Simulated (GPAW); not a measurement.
**Atomisation calculation of BSiH₄OF**

BSiH₄OF, SMILES OB(F)[SiH3], computed with revPBE/plane waves, scalar-relativistic datasets (GPAW 26.7.0).

The geometry comes from this level: GFN2-xTB.

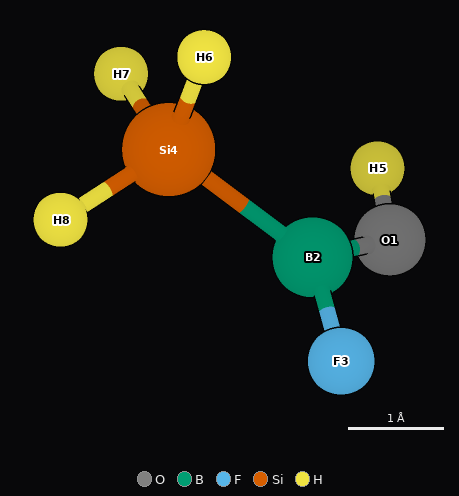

Figure 1. The input geometry (ball-and-stick view, seen at a tilt; atoms are numbered from 1 in the order of the input). Bond lengths as drawn: B–F 1.34 Å, B–O 1.34 Å, B–Si 1.98 Å, H–O 0.96 Å and H–Si 1.46 to 1.47 Å.

**Summary**

- outcome: converged
- energy relative to the program's reference atoms: −34.8911 eV
- atomisation energy: 29.373 eV
- HOMO: −7.41 eV
- LUMO: −1.71 eV
- dipole moment: 2.06 D
- hardware: 1 thread of Arm Neoverse V2, 24 GiB of memory available, shared host
- wall time: 47 s
- peak memory: 1.5 GiB

**Input file (calc.py)**
```python
from ase import Atoms
from ase.io import read
from gpaw import GPAW, PW

# Atomic positions
molecule = read('gs.xyz')
molecule.center(vacuum=4.5)

# DFT calculator
calc = GPAW(mode=PW(400), xc='revPBE', maxiter=100, symmetry='off', txt='gs.txt')
molecule.calc = calc

e = molecule.get_potential_energy()
e_mol = {'revPBE': e}

# Spin-polarised atoms
e_atom = {}
for symbol in sorted(set(molecule.symbols)):
    atom = Atoms(symbol, cell=molecule.cell, pbc=molecule.pbc)
    atom.center()
    atom.calc = GPAW(mode={'name': 'pw', 'ecut': 400},
                     maxiter=150,
                     symmetry='off',
                     hund=True,
                     xc='revPBE',
                     txt=f'{symbol}_atom.txt')
    e = atom.get_potential_energy()
    e_atom[symbol] = {'revPBE': e}

atomisation = {xc: sum(e_atom[x][xc] for x in molecule.symbols) - e_mol[xc] for xc in e_mol}
for xc, de in atomisation.items():
    print(f'{xc:32} {de:9.3f} eV')
```

**File gs.xyz**
```
8

O      1.705210     0.563520    -0.788010
B      0.958810    -0.256500    -0.037020
F      1.677230    -1.245940     0.507680
Si    -0.990320    -0.137100     0.317890
H      1.288800     1.303600    -1.225050
H     -1.296900     0.574910     1.565750
H     -1.674520     0.629830    -0.738700
H     -1.668310    -1.432330     0.397460
```

Launched with:
```bash
python calc.py > calc.log
```

**Log**
```
revPBE                              29.373 eV
```

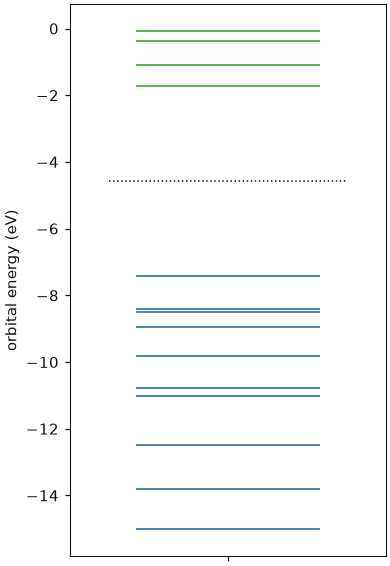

Figure 2. Orbital energies near the frontier; the dotted line parts filled from empty levels, and levels within 0.02 eV of each other stand side by side. Highest filled −7.41 eV, lowest empty −1.71 eV, 5.70 eV apart.
